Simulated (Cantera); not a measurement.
Charge: 1 mol TEOS, 0.3 mol N₂O, at 12.0 Pa.

Cantera equilibrium calculation (NASA polynomials, part measured and part estimated; ideal gas, pure solids and liquids). Candidate condensed phases: C, C₆H₆, C₇H₈, C₈H₁₈, H₂O, Si, SiC, SiO₂, Si₂N₂O, Si₃N₄; 151 gas species. The feed counts by its element totals alone. The tables' values for SiN are old estimates; treat these amounts as uncertain. Kinetics and transport are ignored.

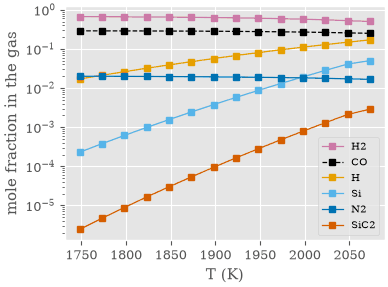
Fig. 1. Equilibrium gas composition (values under 1e-9 drawn at 1e-9)

### Question
Read off the mole fractions at 2048 K.

### Answer
H₂ about 0.53, CO about 0.26, H about 0.15, Si about 0.041, N₂ about 0.017, SiC₂ about 0.0021.
